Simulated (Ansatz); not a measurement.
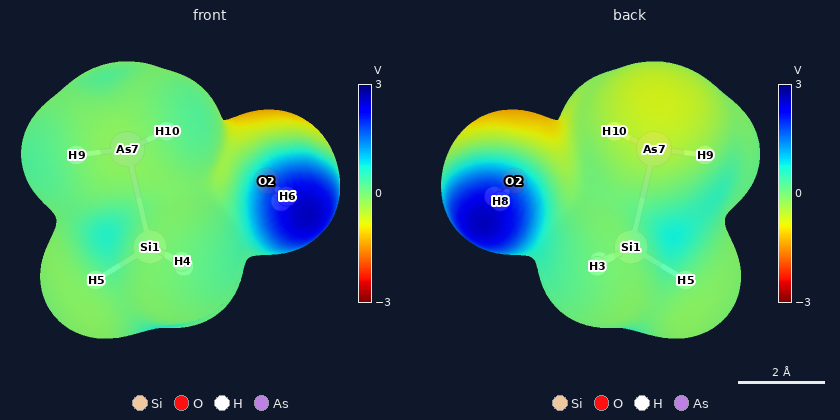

Figure 1: AsH₅Si···H₂O. The molecular electrostatic potential painted on the density surface at 0.002 e/bohr³, seen from the front and from behind; red is negative and blue positive.

The product side of a reaction path; geometry: PBE0-D4/def2-TZVP.

The calculation used RKS PBE0-D4/def2-TZVPP (Ansatz).

```yaml
atoms:
  - { symbol: Si, position_ang: [0.2739, 0.5958, -1.0030] }
  - { symbol: O, position_ang: [-1.3886, -0.0843, 1.5916] }
  - { symbol: H, position_ang: [-1.1846, 0.8091, -1.1931] }
  - { symbol: H, position_ang: [0.7716, 1.5547, 0.0180] }
  - { symbol: H, position_ang: [0.9356, 0.9125, -2.2992] }
  - { symbol: H, position_ang: [-1.1203, 0.6463, 2.1539] }
  - { symbol: As, position_ang: [0.7113, -1.6705, -0.4884] }
  - { symbol: H, position_ang: [-2.2493, 0.1652, 1.2466] }
  - { symbol: H, position_ang: [2.1522, -1.5578, -0.9735] }
  - { symbol: H, position_ang: [1.0981, -1.3711, 0.9471] }
```

> Where is the surface potential most negative and most positive?

The most negative region (about −1.3 V) lies over O2, the most positive (about +2.6 V) over H6 and H8. O2 is the likeliest acceptor of a hydrogen bond.
